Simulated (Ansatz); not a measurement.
## Response to strain in hypothetical P4_2/mnm BP

Base system: BP (space group P4_2/mnm, No. 136; a = 5.5685 Å, c = 3.2054 Å; a hypothetical phase, not in the database extracts checked). Axes: x, y, z lie along a, b, c of the conventional cell.

Strains are applied to the cell and any free atomic positions relax; under biaxial strain the out-of-plane vector relaxes too.

Levels (all Ansatz, a program for electronic structure, PAW): PBE (420 eV, scalar-relativistic without spin-orbit coupling); PBEsol (420 eV, without spin-orbit coupling).

The base cell above is that of PBE; each level relaxes its own structures.

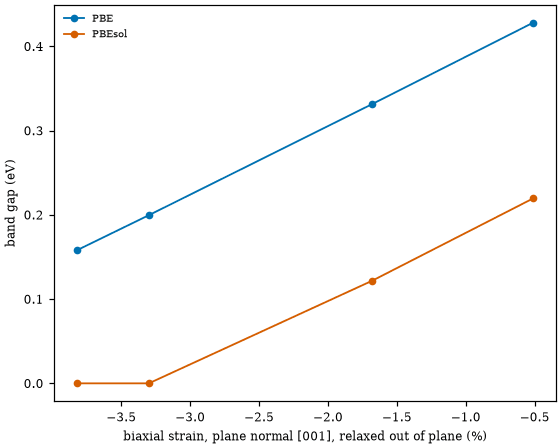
Figure: Band gap under two levels

Task: How do the two levels compare along the series?

Result: PBE lies above PBEsol in every row, by 0.16 eV to 0.21 eV. Near ties aside, they put the cases in the same order.

Stability against distortions was not tested. All final runs are without spin polarisation. The zero or small gap of BP, BP under biaxial strain −3.82 %, plane normal [001], relaxed out of plane and BP under biaxial strain −3.30 %, plane normal [001], relaxed out of plane can change with the level of theory.
